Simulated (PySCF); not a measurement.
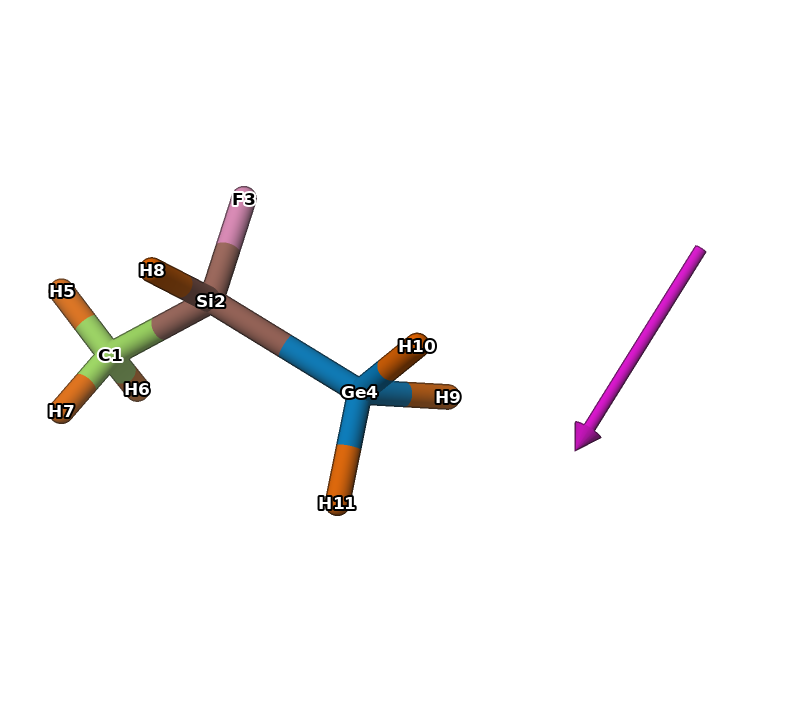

The arrow beside the molecule shows the direction of the dipole moment, from the negative to the positive end (its length means nothing). Geometry: a frame of a GFN2-xTB molecular-dynamics simulation, not a minimum. Method: PBE0/def2-SVPD, gas phase (PySCF 2.14.0).

### Estimate the dipole moment.

1.71 D; it points from the side of F3 to the side of H7 (the outermost atoms at the two ends).
